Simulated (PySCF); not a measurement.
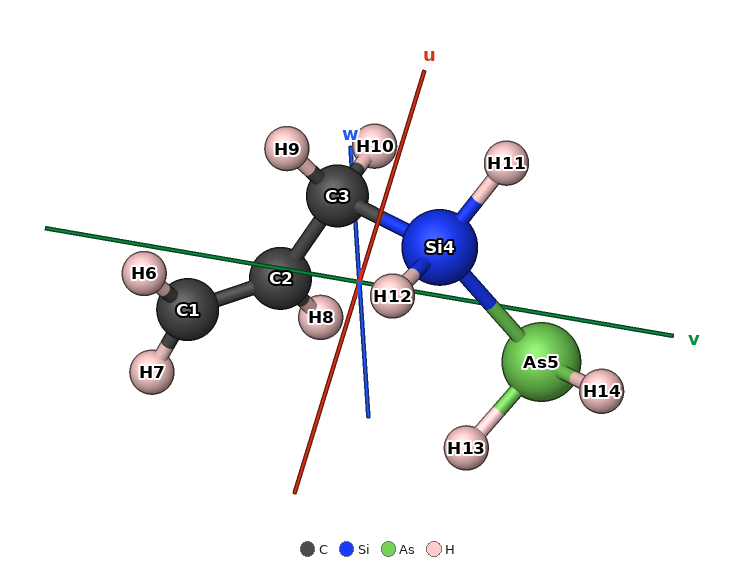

The lines u, v and w are the principal axes of the static dipole polarisability. Computed geometry: PBE0-D3(BJ)/def2-SVP optimisation. No frequency run is at hand to confirm it as a minimum. Method: PBE0/def2-SVPD in acetonitrile (IEF-PCM) (PySCF 2.14.0).

Question. Along which axis is the molecule most polarisable, and along which least?

Answer. Most along v (close to the long direction C1···As5), least along w.

Question. Give the three principal values.

Answer. u 145.8, v 167.5, w 124.9 bohr³; mean 146.0, anisotropy 36.9 bohr³.
